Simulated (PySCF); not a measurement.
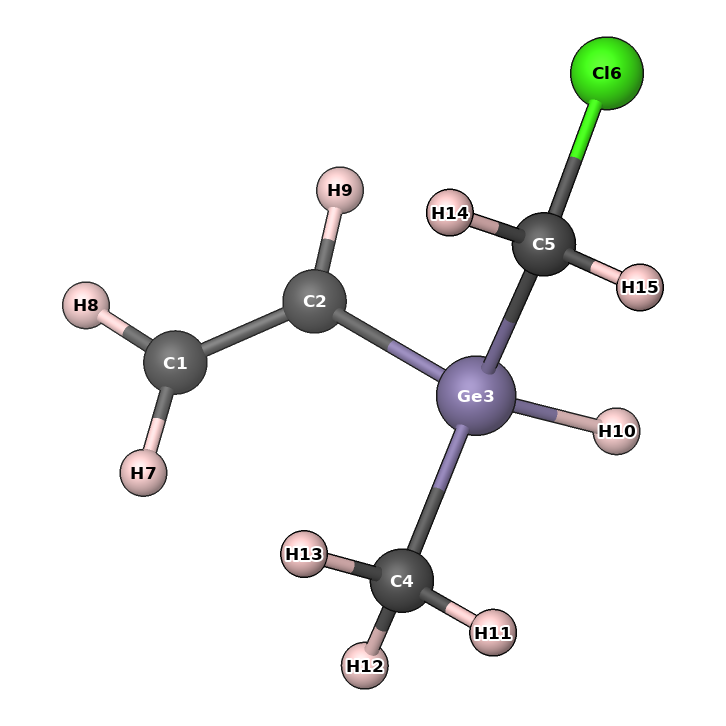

Computed geometry: PBE0-D3(BJ)/def2-SVP optimisation. No frequency run is at hand to confirm it as a minimum. Level of theory: delta-SCF UKS SCAN, pcX-2 on the ionised atom, pcseg-1 elsewhere, spin-free X2C (PySCF 2.14.0).

Give the core-electron binding energies (to vacuum; p and d levels without spin–orbit splitting) of C1 1s, C2 1s, C4 1s, C5 1s, Cl6 1s, Cl6 2p.

```tsv
atom	level	binding energy (eV)
C1	1s	290.4
C2	1s	290.1
C4	1s	290.4
C5	1s	291.5
Cl6	1s	2828.3
Cl6	2p	206.2
```
